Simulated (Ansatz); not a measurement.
Input

```
crystal:
  periodic: [false, false, false]
  atoms:
    - { symbol: C, position_ang: [0.7823, 0.4615, 1.9411] }
    - { symbol: "N", position_ang: [1.3513, -0.1996, 0.8103] }
    - { symbol: Al, position_ang: [0.0714, -0.4002, -0.6485] }
    - { symbol: "N", position_ang: [-0.3319, -2.1382, -1.2175] }
    - { symbol: C, position_ang: [-0.6655, 1.1978, -1.5389] }
    - { symbol: F, position_ang: [-1.3638, 1.9702, -0.5941] }
    - { symbol: H, position_ang: [0.4672, 1.536, 1.6276] }
    - { symbol: H, position_ang: [-0.1181, -0.0294, 2.2959] }
    - { symbol: H, position_ang: [1.4698, 0.6101, 2.8018] }
    - { symbol: H, position_ang: [1.6036, -1.1581, 1.1601] }
    - { symbol: H, position_ang: [-0.8936, -2.6057, -0.3843] }
    - { symbol: H, position_ang: [-1.1054, -2.0138, -1.9442] }
    - { symbol: H, position_ang: [0.102, 1.8436, -1.9684] }
    - { symbol: H, position_ang: [-1.3824, 0.8965, -2.312] }
basis:
  gaussian: { orbitals: "6-31G" }
hamiltonian:
  xc: { name: BHLYP }
  dispersion: d4
relax:
  f_tol: 0.02
  max_steps: 50
output:
  orbitals: {}
```

Run with:

```sh
ansatz run input.yaml --threads 1 --pin off --max-ram 2048MiB --backend cpu --events-out ev --progress --plain --runs-dir out
```

The fields are those of the relaxed geometry.

Theory: RKS BHLYP-D4/6-31G (Ansatz 0.2.0).

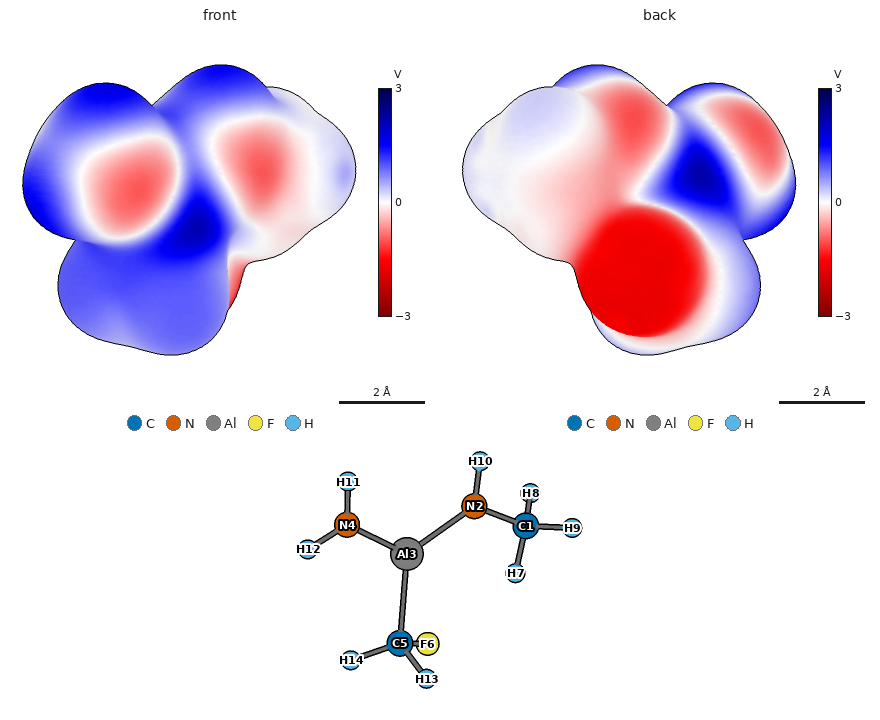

C2H8AlFN2. The molecular electrostatic potential painted on the density surface at 0.002 e/bohr³, seen from the front and from behind; red is negative and blue positive. The bare structure is drawn below in the same view.

Q: Where is the surface potential most negative and most positive?

A: The most negative region (about −1.7 V) lies over F6, the most positive (about +2.1 V) over Al3.
